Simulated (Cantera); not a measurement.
Charge: 1 mol SiHCl₃, 1 mol C₃H₈, 620 mol H₂, equilibrated at 877 °C.

Cantera equilibrium calculation (NASA polynomials, part measured and part estimated; ideal gas, pure solids and liquids). Candidate condensed phases: C, C₆H₆, C₇H₈, C₈H₁₈, Si, SiC; 109 gas species. Kinetics and transport are ignored.

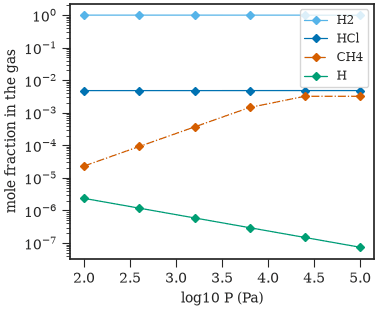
Figure. Equilibrium gas composition (values under 1e-9 drawn at 1e-9)

From 100 Pa to 6300 Pa the condensed part is C(graphite) + SiC(s). From 25000 Pa to 100000 Pa the condensed part is SiC(s). The main Si-bearing gas is SiCl₂ at 100 Pa and SiHCl₃ at 100000 Pa.
